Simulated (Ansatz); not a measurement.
System: C3H4F2O (SMILES CC(=O)C(F)F).

The calculation's input:

```
crystal:
  periodic: [false, false, false]
  atoms:
    - {symbol: C, position_ang: [-0.457234, -0.962124, 0.743163]}
    - {symbol: C, position_ang: [0.634513, -0.260843, 0.002223]}
    - {symbol: O, position_ang: [1.775224, -0.632332, -0.059692]}
    - {symbol: C, position_ang: [0.241230, 1.029360, -0.729357]}
    - {symbol: F, position_ang: [-0.719902, 0.752673, -1.643550]}
    - {symbol: F, position_ang: [-0.277567, 1.912637, 0.157319]}
    - {symbol: H, position_ang: [-0.065060, -1.859249, 1.217049]}
    - {symbol: H, position_ang: [-1.265075, -1.219577, 0.053220]}
    - {symbol: H, position_ang: [-0.883849, -0.291783, 1.493753]}
    - {symbol: H, position_ang: [1.100921, 1.480037, -1.231029]}
basis:
  gaussian: {orbitals: def2-TZVPP}
hamiltonian: {xc: pbe0, dispersion: d4}
output: {orbitals: {seedname: orbitals}}
```

Launched as:

```sh
ansatz run in.yaml --threads 4 --pin off --events-out ev --progress --plain --max-ram 10444MiB
```

Geometry: PBE0-D4/def2-TZVP.

Computed with RKS PBE0-D4/def2-TZVPP in Ansatz.

What can the converged electron density and electron localisation function tell about the bonding?

C–O (1.20 Å): ρ at the midpoint is about 3.4 e/Å³; the ELF peaks at about 0.85 between the atoms; a short, multiple covalent bond.
C–C (1.49 Å): the density is about 1.8 e/Å³ at the midpoint; the ELF peaks at about 0.95 between the atoms (a shared electron pair).
C–H (1.09 Å): the density is about 2 e/Å³ at the midpoint; the ELF climbs to about 1 towards the hydrogen, as it does in any bond to H: an ordinary covalent bond to hydrogen.
C–C (1.53 Å): ρ is about 1.8 e/Å³ halfway; the ELF peaks at about 1 between the atoms, as expected for a covalent bond.

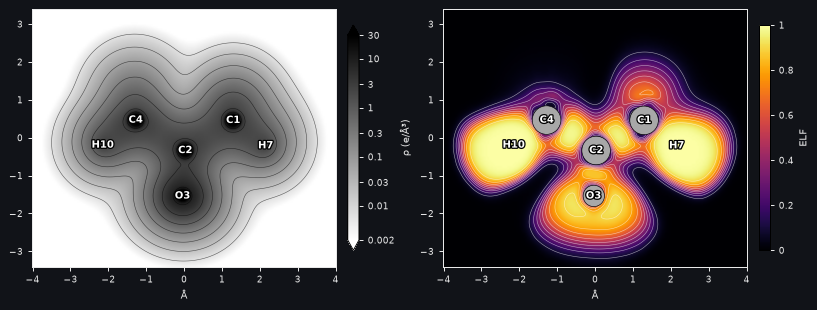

Computed electron density and electron localisation function on the plane of atoms C2, C1 and H7, in this order. Grey discs cover the atomic cores in the ELF map. 
